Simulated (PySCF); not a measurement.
C3H10OSi3

Input file:

```
{"job": {"kind": "nmr", "xc": "PBE0", "basis": "pcSseg-1"}, "charge": 0, "multiplicity": 1}
C     -1.904325    -1.169304     0.271223
C     -1.038128     0.007323    -0.049691
C     -1.441842     1.259341     0.158064
O     -0.687396     2.346650    -0.115306
Si     0.826784     2.184656    -0.757040
Si     0.723862    -0.129527    -0.738397
Si     2.056654    -1.433405     0.634761
H     -1.405123    -1.823682     0.985789
H     -2.858530    -0.855755     0.691929
H     -2.094510    -1.752654    -0.629195
H     -2.413864     1.524490     0.561601
H      0.768501     2.952049    -2.000125
H      1.700806     2.866058     0.198460
H      0.606927    -0.718836    -2.093290
H      2.088100    -0.958935     2.021486
H      3.442038    -1.453477     0.158380
H      1.623049    -2.832960     0.691440
```

Run with:

```sh
OMP_NUM_THREADS=1 python probes_run.py task.json out
```

Geometry: GFN2-xTB.

All numbers below come from PySCF, PBE0/pcSseg-1, SCF density, gas phase, non-relativistic.

### What can the converged electron density and electron localisation function tell about the bonding?

C–C (1.33 Å): ρ is about 2.3 e/Å³ halfway; the ELF peaks at about 0.90 between the atoms (a multiple bond).
C–O (1.35 Å): the density is about 2.3 e/Å³ at the midpoint, with its minimum of 2 e/Å³ about 0.5 Å from C; the ELF peaks at about 0.90 between the atoms (a polar covalent bond).
Si–O (1.65 Å): ρ at the midpoint is about 1.1 e/Å³; the ELF peaks at about 0.90 between the atoms, as expected for a polar covalent bond.
C–Si (1.90 Å): ρ at the midpoint is about 0.89 e/Å³; the ELF peaks at about 0.95 between the atoms: a shared electron pair.

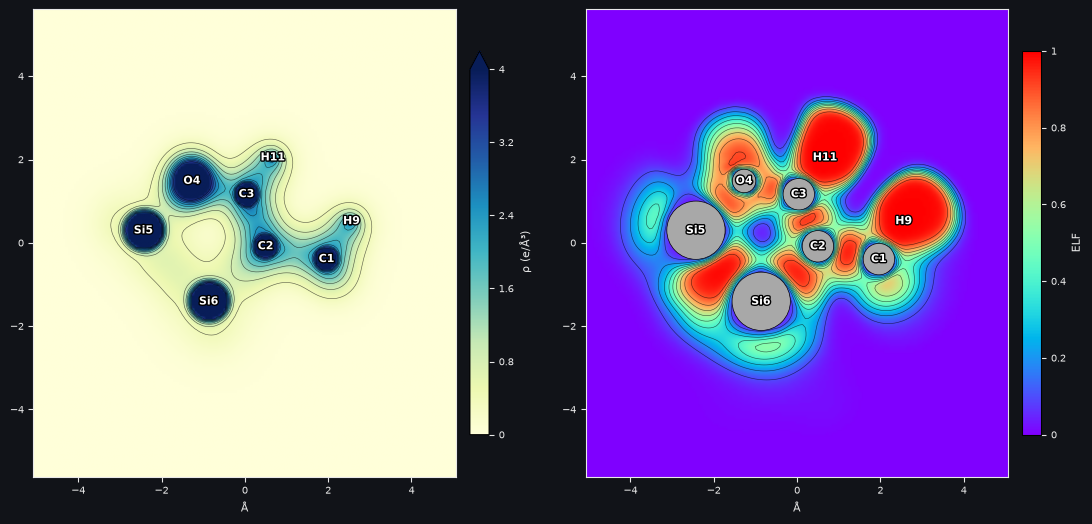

Computed electron density and electron localisation function on the plane of atoms C1, C2 and C3, in this order. Grey discs cover the atomic cores in the ELF map. 
